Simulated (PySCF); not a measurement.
# C5H3N3O2: the cost of one run

Programs: PySCF 2.14.0, with routines of our own; each step states its level. All values are computed. Atoms count from 0.

### Step 1. The starting structure

13 atoms, charge 0, multiplicity 1; geometry from: GFN2-xTB.

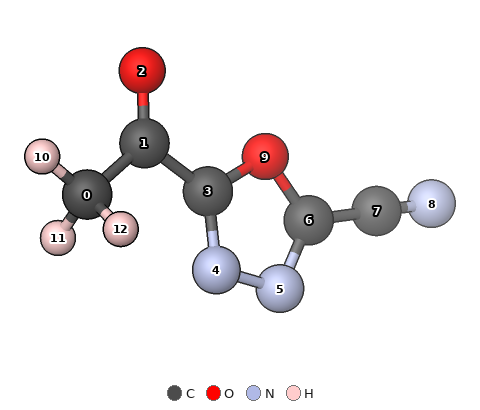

The starting geometry (carbon dark grey, oxygen red, nitrogen light blue, hydrogen pink).

### Step 2. Magnetic properties: GIAO HF/pcSseg-1

The job: settings as JSON, then the geometry in Å.

```
{"job": {"kind": "mag", "xc": "HF", "basis": "pcSseg-1", "isotopologues": 0}, "charge": 0, "multiplicity": 1}
C     -2.434652     0.033075    -0.224816
C     -1.213620     0.893354    -0.164688
O     -1.192322     2.093708    -0.234063
C      0.040521     0.108811    -0.003820
N      0.142087    -1.189860     0.079900
N      1.426393    -1.484374     0.213797
C      2.076986    -0.349566     0.208194
C      3.472757    -0.182062     0.326380
N      4.604415    -0.049487     0.422675
O      1.246154     0.697199     0.072487
H     -3.318218     0.653170    -0.344105
H     -2.347012    -0.664725    -1.054749
H     -2.507877    -0.558756     0.685080
```

Method: GIAO HF/pcSseg-1 magnetisability, rotational g tensor and spin-rotation constants, non-relativistic, gas phase.

Launch:

```console
> OMP_NUM_THREADS=1 python excited_run.py task.json out
```

This one command runs all jobs of the session in turn.

Q: Estimate the wall time and peak memory of this first job on 1 thread of AMD EPYC 9R45, shared host.

About 11 s, with a peak of 0.81 GiB.
